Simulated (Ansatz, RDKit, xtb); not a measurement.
# Isomers of C3H6FNO, a sample narrowed down

A sample of isomers of C3H6FNO is drawn. Aim: find which of them has the lowest free energy at 298.15 K, then its properties. The sample is small against all isomers, and the most stable one of this formula need not be in it.

Plan: many cheap relaxations first (GFN2-xTB), then density-functional screening, relaxation at r2SCAN-D4/def2-SVP, vibrations (at GFN2-xTB) and a final energy. The numbers are computed, not measured.

### Step 1. Drawing up candidates

Isomers were taken from a list of plausible structures; this is a sample, not all of them. That gives 4 candidates.

```csv
label,SMILES,spin
c162,N=CCOCF,singlet
c200,N=C(CO)CF,singlet
c451,C[C@H](F)C(N)=O,singlet
c693,NC(=O)CCF,singlet
```

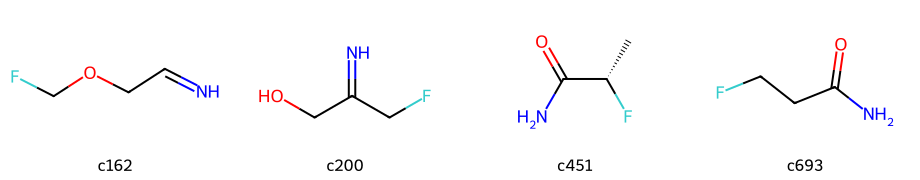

Structural formulas of the candidates.

Candidates are built by distance geometry, with a force field where one applies, in up to four conformers (letters a to d).

### Step 2. Cheap relaxation of all starts

All 12 starts are relaxed the same way. One of them, c451a (taken from a list of plausible isomers, embedded by distance geometry and MMFF94), in full:

Input file start.xyz:

```xyz
12
c451a
C      1.031359     0.201623     1.428528
C      0.936205     0.668127     0.007977
C      1.753601    -0.087470    -0.998023
F     -0.427145     0.596061    -0.348431
N      1.283846    -0.181011    -2.229838
O      2.840338    -0.592672    -0.696082
H      0.395340     0.739966     2.132145
H      2.082872     0.296749     1.792964
H      0.742303    -0.871919     1.483467
H      1.206923     1.712256    -0.047178
H      0.342167    -0.046501    -2.428625
H      1.818977    -0.779700    -2.862622
```

Launch:

```
xtb start.xyz --gfn 2 --opt
```

Output (excerpt; [...] marks lines left out):

```text
* xtb version 6.7.1
[...]
          :  # basis functions                  30          :
[...]
          :  # electrons                        36          :
[...]
          :  Hamiltonian                  GFN2-xTB          :
[...]
          :  net charge                          0          :
          :  unpaired electrons                  0          :
[...]
   *** convergence criteria satisfied after 11 iterations ***
[...]
   *** GEOMETRY OPTIMIZATION CONVERGED AFTER 22 ITERATIONS ***
[...]
   *** convergence criteria satisfied after 3 iterations ***
[...]
         ::                     SUMMARY                     ::
         :::::::::::::::::::::::::::::::::::::::::::::::::::::
         :: total energy             -21.208477834799 Eh    ::
         :: gradient norm              0.000443945553 Eh/a0 ::
         :: HOMO-LUMO gap              5.047707615428 eV    ::
         ::.................................................::
         :: SCC energy               -21.411370662756 Eh    ::
         :: -> isotropic ES            0.053113103335 Eh    ::
         :: -> anisotropic ES          0.001691759181 Eh    ::
         :: -> anisotropic XC          0.000122482097 Eh    ::
         :: -> dispersion             -0.006036789183 Eh    ::
         :: repulsion energy           0.202892827957 Eh    ::
         :: add. restraining           0.000000000000 Eh    ::
         :: total charge              -0.000000000000 e     ::
         :::::::::::::::::::::::::::::::::::::::::::::::::::::
[...]
        18        2.0000           -0.4066983             -11.0668 (HOMO)
        19                         -0.2211985              -6.0191 (LUMO)
[...]
     #   Z          covCN         q      C6AA      α(0)
     1   6 C        3.755    -0.114    22.747     6.801
     2   6 C        3.660     0.119    18.903     6.238
     3   6 C        2.744     0.278    22.300     7.732
     4   9 F        0.784    -0.265    11.932     4.080
     5   7 N        2.637    -0.255    26.635     7.665
     6   8 O        0.859    -0.424    22.171     6.313
     7   1 H        0.925     0.063     2.165     2.301
     8   1 H        0.925     0.070     2.083     2.257
     9   1 H        0.925     0.059     2.207     2.323
    10   1 H        0.924     0.067     2.121     2.277
    11   1 H        0.860     0.205     1.081     1.628
    12   1 H        0.860     0.199     1.113     1.653
[...]
     #   Z sym  total        # sym  WBO       # sym  WBO       # sym  WBO
 ---------------------------------------------------------------------------
     1   6 C    3.988 --     2 C    0.997     9 H    0.984     7 H    0.982
                             8 H    0.980
     2   6 C    3.895 --     1 C    0.997    10 H    0.952     3 C    0.936
                             4 F    0.919
     3   6 C    3.956 --     6 O    1.701     5 N    1.280     2 C    0.936
     4   9 F    0.996 --     2 C    0.919
     5   7 N    3.398 --     3 C    1.280    12 H    0.940    11 H    0.938
                             6 O    0.209
     6   8 O    2.014 --     3 C    1.701     5 N    0.209
     7   1 H    0.996 --     1 C    0.982
     8   1 H    0.995 --     1 C    0.980
     9   1 H    0.996 --     1 C    0.984
    10   1 H    0.996 --     2 C    0.952
[...]
molecular dipole:
                 x           y           z       tot (Debye)
 q only:       -0.609      -0.290      -0.177
   full:       -0.773      -0.264      -0.278       2.193
molecular quadrupole (traceless):
[...]
          | TOTAL ENERGY              -21.208477834799 Eh   |
          | GRADIENT NORM               0.000443945553 Eh/α |
          | HOMO-LUMO GAP               5.047707615428 eV   |
           -------------------------------------------------
[...]
```

It took 0.15 s on 2 threads of Intel Xeon Platinum 8259CL at 2.50GHz (Skylake/Cascade Lake), shared host.

### Step 3. Distinct minima at GFN2-xTB

12 of the 12 relaxations converged. 12 distinct structures remain:

```csv
label,start,SMILES after,spin,energy (kcal/mol)
c451a,drawn,C[C@H](F)C(N)=O,singlet,0.0
c451b,drawn,C[C@H](F)C(N)=O,singlet,0.0
c693b,drawn,NC(=O)CCF,singlet,0.6
c693a,drawn,NC(=O)CCF,singlet,1.3
c451c,drawn,C[C@H](F)C(N)=O,singlet,5.1
c200a,drawn,N=C(CO)CF,singlet,27.7
c162a,drawn,N=CCOCF,singlet,30.1
c162b,drawn,N=CCOCF,singlet,30.2
c200c,drawn,N=C(CO)CF,singlet,30.8
c162d,drawn,N=CCOCF,singlet,30.8
c162c,drawn,N=CCOCF,singlet,31.8
c200b,drawn,N=C(CO)CF,singlet,32.5
```

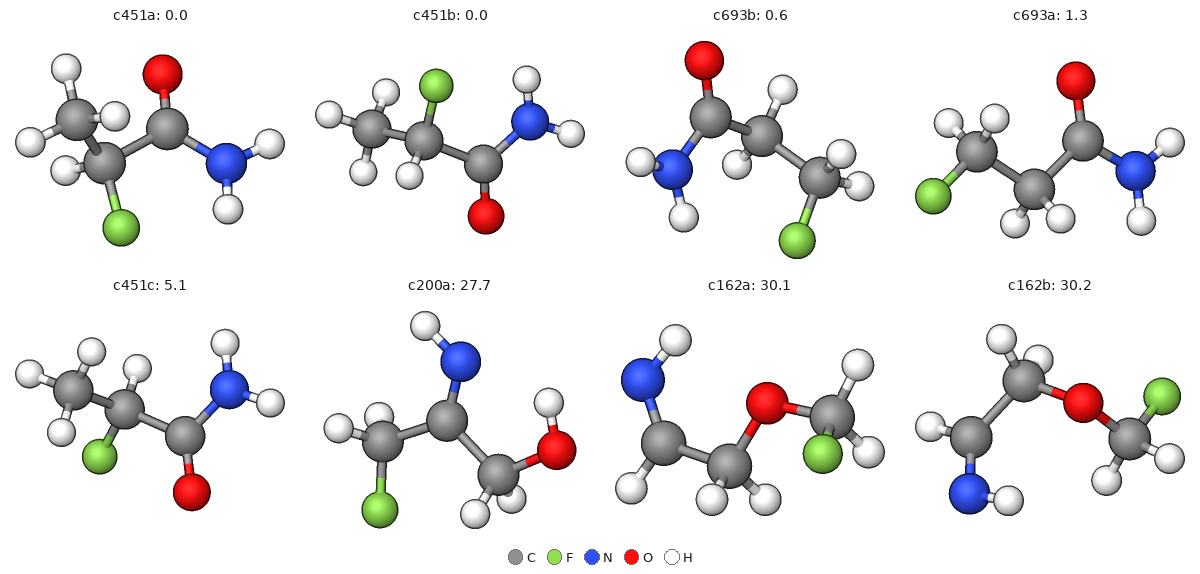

The 8 lowest minima that did not fall apart, with their GFN2-xTB energies in kcal/mol.

### Step 4. Screening with a density functional

A choice of the minima (the low ones first, few conformers of a pattern, up to a cap) and the lowest that fell apart get a single point at r2SCAN-D4/def2-SVP on the tight-binding geometry, and one at HF/STO-3G for comparison. The lowest singlets are also tried as triplets at the same geometry (label ending in t). Within 30 kcal/mol but not screened, among others: c451c. The first, c451a:

Input file input.yaml:

```yaml
crystal:
  periodic: [false, false, false]
  atoms:
    - {symbol: C, position_ang: [0.977343, 0.083439, 1.349191]}
    - {symbol: C, position_ang: [0.977954, 0.808141, 0.011719]}
    - {symbol: C, position_ang: [1.863744, 0.068902, -0.997847]}
    - {symbol: F, position_ang: [-0.318247, 0.910717, -0.465902]}
    - {symbol: "N", position_ang: [1.208928, -0.454934, -2.048697]}
    - {symbol: O, position_ang: [3.055912, -0.034730, -0.823838]}
    - {symbol: H, position_ang: [0.406133, 0.646443, 2.082847]}
    - {symbol: H, position_ang: [2.003297, -0.023390, 1.688110]}
    - {symbol: H, position_ang: [0.533348, -0.903136, 1.235721]}
    - {symbol: H, position_ang: [1.348348, 1.834611, 0.120360]}
    - {symbol: H, position_ang: [0.218318, -0.330516, -2.166032]}
    - {symbol: H, position_ang: [1.731709, -0.950039, -2.751350]}
basis:
  gaussian:
    orbitals: def2-SVP
scf:
  lower_state_search: "off"
hamiltonian:
  xc: {name: r2SCAN}
  dispersion: d4
```

Launch:

```
ansatz run input.yaml --threads 2 --pin off --max-ram 4350MiB --events-out events.jsonl --progress --plain --runs-dir runs
```

Output (excerpt; [...] marks lines left out):

```text
Warning: RAYON_NUM_THREADS=2 ignored (pool sized by the plan → 2); use --threads N
Functional definition: r2SCAN
  name "r2SCAN"
[...]
1285 factors; their error is unknown
[...]
mean field -9451.26895877 eV, -347.3277279345 hartree, gradient 1.9e-6 eV, S^2 0.000000; 0 other end points of the search recorded, 0 dependent functions left out
reference -9451.26896760 eV, -347.3277282592 hartree; 24, 24 occupied and 90, 90 virtual orbitals, 1285 factors
Total energy: -9451.32493721 eV, -347.3297851043 hartree
Checks for a lower state left out: stability, starts, cluster_reference, orbital_swaps, neighbouring_geometries, increment
```

It took 2 s on 2 threads of Intel Xeon Platinum 8259CL at 2.50GHz (Skylake/Cascade Lake), shared host; peak memory 0.16 GiB.

Relative energies in kcal/mol, each column from its lowest structure that stays in one piece:

```csv
label,SMILES,spin,GFN2-xTB,HF/STO-3G,r2SCAN-D4/def2-SVP
c451a,C[C@H](F)C(N)=O,singlet,0.0,0.0,0.0
c451b,C[C@H](F)C(N)=O,singlet,0.0,0.0,0.3
c693b,NC(=O)CCF,singlet,0.6,1.2,4.4
c693a,NC(=O)CCF,singlet,1.3,1.6,5.3
c200a,N=C(CO)CF,singlet,27.7,23.3,37.7
c451at,C[C@H](F)C(N)=O,triplet,–,–,122.4
c693bt,NC(=O)CCF,triplet,–,–,123.4
```

### Step 5. Third filter: density-functional geometries

3 candidates are relaxed at r2SCAN-D4/def2-SVP (chosen among the lowest in one piece, one conformer a pattern). The first, c451a:

Input file input.yaml:

```yaml
crystal:
  periodic: [false, false, false]
  atoms:
    - symbol: C
      position_ang: [0.977343, 0.083439, 1.349191]
    - symbol: C
      position_ang: [0.977954, 0.808141, 0.011719]
    - symbol: C
      position_ang: [1.863744, 0.068902, -0.997847]
    - symbol: F
      position_ang: [-0.318247, 0.910717, -0.465902]
    - symbol: "N"
      position_ang: [1.208928, -0.454934, -2.048697]
    - symbol: O
      position_ang: [3.055912, -0.034730, -0.823838]
    - symbol: H
      position_ang: [0.406133, 0.646443, 2.082847]
    - symbol: H
      position_ang: [2.003297, -0.023390, 1.688110]
    - symbol: H
      position_ang: [0.533348, -0.903136, 1.235721]
    - symbol: H
      position_ang: [1.348348, 1.834611, 0.120360]
    - symbol: H
      position_ang: [0.218318, -0.330516, -2.166032]
    - symbol: H
      position_ang: [1.731709, -0.950039, -2.751350]
basis:
  gaussian: {orbitals: def2-SVP}
hamiltonian: {xc: r2scan, dispersion: d4}
scf: {lower_state_search: "off"}
relax: {f_tol: 0.006}
```

Launch:

```
ansatz run input.yaml --threads 2 --pin off --max-ram 4350MiB --events-out events.jsonl --progress --plain --runs-dir runs
```

Output (excerpt; [...] marks lines left out):

```text
Warning: RAYON_NUM_THREADS=2 ignored (pool sized by the plan → 2); use --threads N
[...]
[... 2 set-up lines as earlier in the session ...]
[...]
1285 factors; their error is unknown
[...]
mean field -9451.26895727 eV, -347.3277278794 hartree, gradient 6.2e-6 eV, S^2 0.000000; 0 other end points of the search recorded, 0 dependent functions left out
[...]
reference -9451.26896610 eV, -347.3277282041 hartree; 24, 24 occupied and 90, 90 virtual orbitals, 1285 factors
relax step   1: F+E_penalty+E_count = -9451.32492687 eV  Δ(F+E_penalty+E_count) = +0.000e0 eV  max|allowed force component| = 8.476e-1 eV/Å  Δτ_max = 0.0000 Å  (18 SCF iters, accepted)
[...]
relax step   3: F+E_penalty+E_count = -9451.35651293 eV  Δ(F+E_penalty+E_count) = -3.571e-3 eV  max|allowed force component| = 1.477e-1 eV/Å  Δτ_max = 0.0363 Å  (22 SCF iters, accepted)
[...]
Atom 3 at    -0.363011     0.797661    -0.454769 Å, force    -0.000455    -0.000097     0.000225 eV/Å
Atom 4 at     1.215810    -0.396069    -2.110507 Å, force     0.000328    -0.000936     0.000888 eV/Å
Atom 5 at     3.027832    -0.168823    -0.739524 Å, force     0.000638    -0.001094     0.000615 eV/Å
Atom 6 at     0.408493     0.699033     2.098612 Å, force    -0.000236     0.000091     0.000200 eV/Å
Atom 7 at     2.039061     0.052917     1.714200 Å, force     0.000337    -0.000140     0.000064 eV/Å
Atom 8 at     0.583247    -0.907505     1.325856 Å, force    -0.000068    -0.000097     0.000035 eV/Å
Atom 9 at     1.318990     1.798627     0.055981 Å, force     0.000300    -0.000471    -0.000279 eV/Å
Atom 10 at     0.229529    -0.212011    -2.242326 Å, force    -0.000116     0.000016    -0.000129 eV/Å
Atom 11 at     1.748609    -0.888060    -2.817772 Å, force    -0.000151     0.000126     0.000017 eV/Å
Dipole moment:    -0.390806    -0.023524    -0.191489 e Å
Checks for a lower state left out: stability, starts, cluster_reference, orbital_swaps, neighbouring_geometries, increment
```

It took 33 s on 2 threads of Intel Xeon Platinum 8259CL at 2.50GHz (Skylake/Cascade Lake), shared host; peak memory 0.17 GiB.

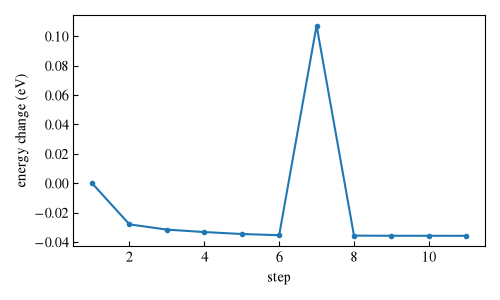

Energy along the run, all evaluated steps.

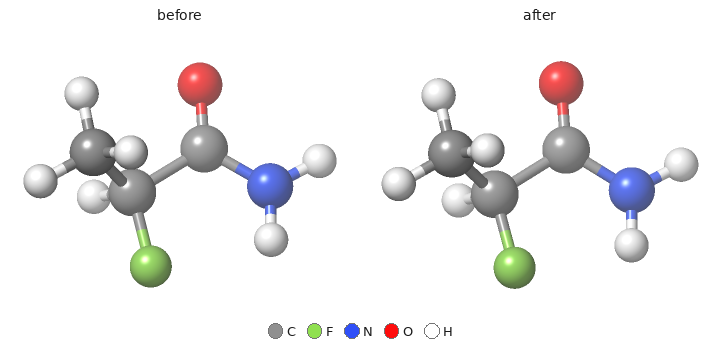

Before and after, at one scale.

After the run. Bond lengths: C1–C2 1.510 Å, C2–C3 1.530 Å, C2–F4 1.399 Å, C3–N5 1.354 Å, C3–O6 1.219 Å, C1–H7 1.099 Å, C1–H8 1.099 Å, C1–H9 1.101 Å, C2–H10 1.106 Å, N5–H11 1.012 Å, N5–H12 1.013 Å. Some angles: C1–C2–C3 111.5°, C1–C2–F4 109.8°, C3–C2–F4 110.3°, C2–C3–N5 114.6°, C2–C3–O6 120.4°, N5–C3–O6 125.0°, C1–C2–H10 110.9°, C3–C2–H10 107.0°, F4–C2–H10 107.1°, C2–C1–H7 110.6°.

[end of part 1 of 2]
